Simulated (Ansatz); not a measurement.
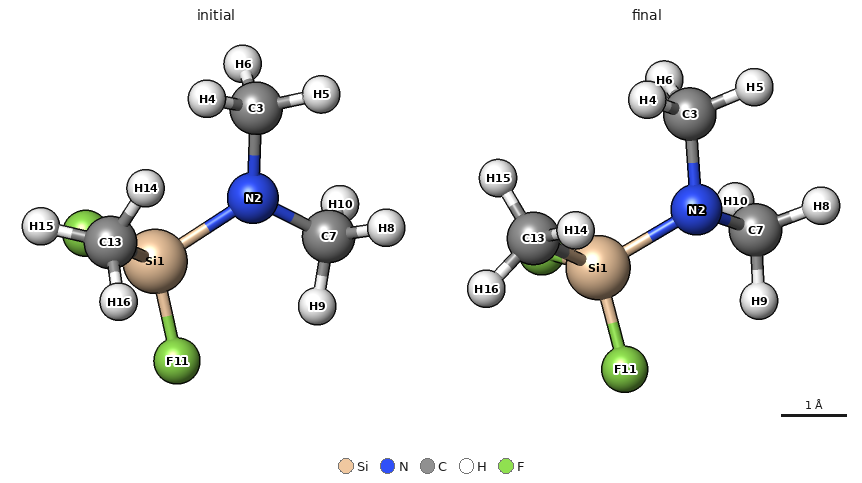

The structure of C3H9F2NSi before (left) and after (right) a relaxation, at one scale.

The picture is a ball-and-stick view, seen at a tilt.

The run prepares the start of a later molecular dynamics calculation, from a guessed geometry.

Method: Ansatz, RKS r2SCAN-D4/STO-3G.

Input
```yaml
crystal:
  periodic: [false, false, false]
  atoms:
    - { symbol: Si, position_ang: [0.0, 0.0, 0.0] }
    - { symbol: "N", position_ang: [0.0, 0.0, 1.82] }
    - { symbol: C, position_ang: [-1.2162, -0.3762, 2.555] }
    - { symbol: H, position_ang: [-1.8642, -0.9999, 1.9045] }
    - { symbol: H, position_ang: [-0.9378, -0.9533, 3.4614] }
    - { symbol: H, position_ang: [-1.7663, 0.5401, 2.8549] }
    - { symbol: C, position_ang: [1.2162, 0.3762, 2.555] }
    - { symbol: H, position_ang: [1.4641, -0.4163, 3.2916] }
    - { symbol: H, position_ang: [2.0585, 0.4943, 1.8418] }
    - { symbol: H, position_ang: [1.0457, 1.3351, 3.0874] }
    - { symbol: F, position_ang: [1.4994, 0.0, -0.5295] }
    - { symbol: F, position_ang: [-0.7489, 1.2974, -0.5295] }
    - { symbol: C, position_ang: [-0.8808, -1.5259, -0.6227] }
    - { symbol: H, position_ang: [-1.3804, -2.0377, 0.2261] }
    - { symbol: H, position_ang: [-1.6409, -1.2332, -1.3768] }
    - { symbol: H, position_ang: [-0.1449, -2.2146, -1.0879] }
basis:
  gaussian: { orbitals: STO-3G }
hamiltonian:
  xc: r2scan
  dispersion: d4
relax:
  f_tol: 0.02
  max_steps: 40
output:
  orbitals: {}
```

Command:
```bash
ansatz run input.yaml --threads 1 --pin off --max-ram 2048MiB --backend cpu --events-out ev --progress --plain --runs-dir out
```

Summarise the run.

After 26 accepted moves (30 points after the start) the energy has fallen by 9.80 kcal/mol. Largest force component: 3.4 eV/Å at the start, 0.0081 eV/Å at the end. The line search rejected the trial steps at points 12, 17, 18, 23 of the run. The forces were under the threshold at step 10, but the run went on from there. The atom that moves furthest after the best rigid fit is H16 (1.08 Å). Largest moves by element: H 1.08 Å, F 0.50 Å, N 0.47 Å, Si 0.26 Å, C 0.15 Å. Near-neighbour distances that change, for instance: Si1–N2 1.820 → 1.771 Å, Si1–F11 1.590 → 1.630 Å, N2–C7 1.470 → 1.495 Å, N2–C3 1.470 → 1.493 Å. Bond angles that change, for instance: C3–N2–C7 120.0° → 110.0°, Si1–N2–C7 120.0° → 114.4°, N2–C3–H6 109.5° → 114.0°. Groups turn about Si1–C13 by about 50°. Cost: 3.6 min on 1 thread of Arm Neoverse V2, with other jobs on the host, peak memory 0.18 GiB.

Limits of the set-up: STO-3G is a minimal basis, so the numbers are rough.
